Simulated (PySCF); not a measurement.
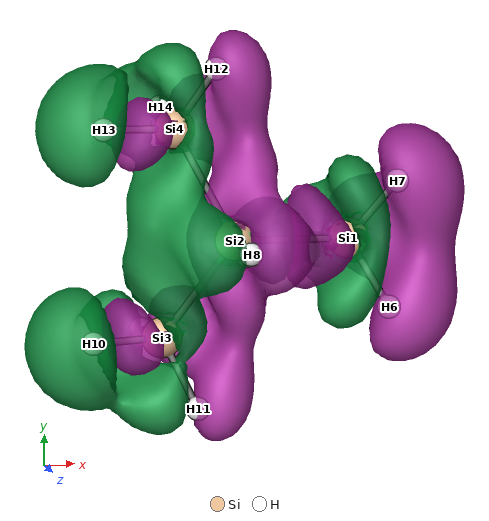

Figure. H₁₀Si₄, SMILES `[SiH3][SiH]([SiH3])[SiH3]`. Change of the electron density in a uniform field of 0.21 V/Å, surfaces at ±0.001 e/Å³ (green: gain, purple: loss).

Method: PBE0/def2-TZVP; geometry: GFN2-xTB; program: PySCF. No frequency check shows the geometry to be a minimum. A basis without diffuse functions makes polarisabilities too small.

### Along which Cartesian direction does the field point?

Along +x: electrons gather on the −x side, against the field.

### What dipole is induced, and what polarisability does it imply?

The induced dipole is 1.33 D (along the field); α along this axis, from the fields in both directions, is 131 bohr³ (19.3 Å³).

### Which atoms gain and lose the most charge?

Electrons gather most on H10 (Hirshfeld charge changes by −0.012 e) and leave Si1 most (+0.012 e); 0.099 electrons are displaced in all.
